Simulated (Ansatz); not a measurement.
**CH3OSSi (SMILES C1=[S+][SiH2]O1) (charge +1): density, localisation and related maps**

Input

```
basis:
  gaussian:
    orbitals: def2-TZVPD
crystal:
  periodic: [false, false, false]
  atoms:
    - {symbol: C, position_ang: [0.053920, 1.333618, -1.288274]}
    - {symbol: O, position_ang: [-0.538025, 1.569995, -0.162952]}
    - {symbol: S, position_ang: [1.508625, 0.460442, -1.155451]}
    - {symbol: Si, position_ang: [0.657268, 0.757957, 0.884110]}
    - {symbol: H, position_ang: [-0.394583, 1.692337, -2.216805]}
    - {symbol: H, position_ang: [1.370722, 1.742437, 1.707377]}
    - {symbol: H, position_ang: [0.075941, -0.448369, 1.486455]}
hamiltonian:
  xc: {name: PBE0}
output: {forces: true, orbitals: {seedname: orbitals}}
total_charge: 1
```

Run with:

```sh
ansatz run input.yaml --threads 1 --pin off --max-ram 2610MiB --events-out events.jsonl --progress --plain --runs-dir runs
```

Geometry: B3LYP/6-31G*.

Level of theory: Ansatz, isolated molecule in a Gaussian basis; Kohn-Sham density functional theory, functional PBE0.

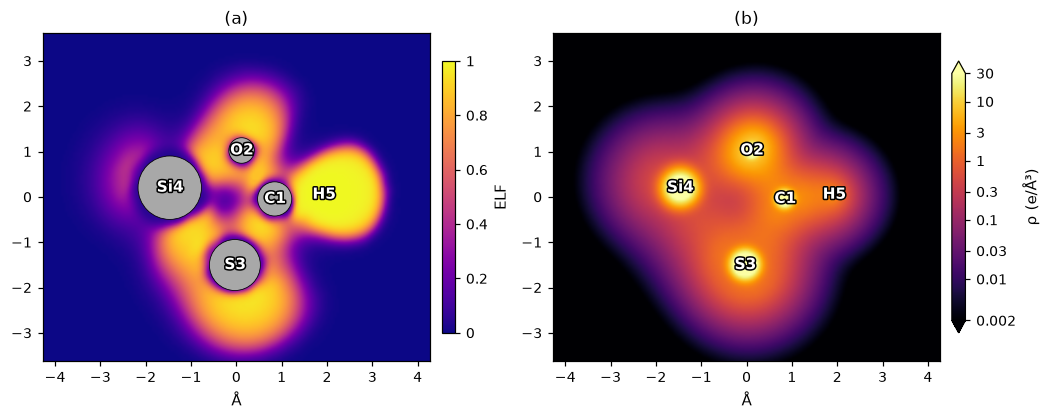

Figure 1. (a) ELF; (b) total electron density on the plane of atoms O2, C1 and S3. Grey discs cover the atomic cores in the ELF map.

Interpret the plot.

- The plane passes through C, O, S, Si and H nuclei.
- C–O (1.29 Å): ρ is about 2.8 e/Å³ halfway; the ELF peaks at about 0.85 between the atoms, as expected for a polar covalent bond.
- C–S (1.70 Å): ρ is about 1.5 e/Å³ halfway; the ELF peaks at about 0.90 between the atoms (a covalent bond).
- Si–O (1.78 Å): ρ at the midpoint is about 0.93 e/Å³; the ELF peaks at about 0.90 between the atoms; a polar covalent bond.
- Si–S (2.23 Å): the density is about 0.72 e/Å³ at the midpoint, with its minimum of 0.59 e/Å³ about 0.8 Å from Si; the ELF peaks at about 0.90 between the atoms; a shared electron pair.
- C–H (1.09 Å): ρ at the midpoint is about 2.2 e/Å³; the ELF climbs to about 1 towards the hydrogen, as it does in any bond to H: an ordinary covalent bond to hydrogen.
- The ELF also peaks beside S3 and O2, away from the bonds: lone-pair regions.

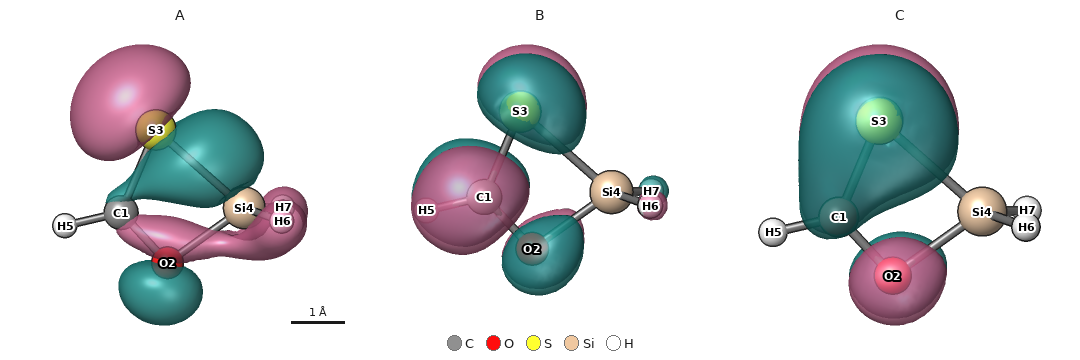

Figure 2. Three frontier orbitals at ±0.1 Å⁻³ᐟ² (teal and pink are the two phases), in no order.

Which picture is the HOMO−1, the HOMO and the LUMO?

A is the HOMO−1 (−15.30 eV). Its weight (Hirshfeld) is mainly on S3 (about 60 %), O2 (about 15 %) and Si4 (about 15 %). C is the HOMO (−14.39 eV). By Hirshfeld shares it lies mainly on S3 (about 65 %), O2 (about 15 %) and C1 (about 10 %). B is the LUMO (−8.12 eV). It lies mainly on C1 (about 45 %), S3 (about 25 %) and O2 (about 15 %).

What is the HOMO–LUMO gap?

6.27 eV between the orbital energies.

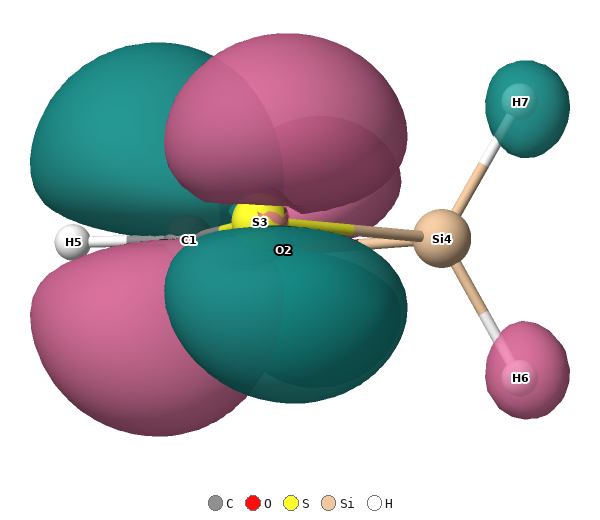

Figure 3. The LUMO at ±0.08 Å⁻³ᐟ² (teal and pink are the two phases), seen from one side.

What is the character of this orbital?

By Hirshfeld shares it lies mainly on C1 (about 45 %), S3 (about 25 %) and O2 (about 15 %). Its energy is −8.12 eV.
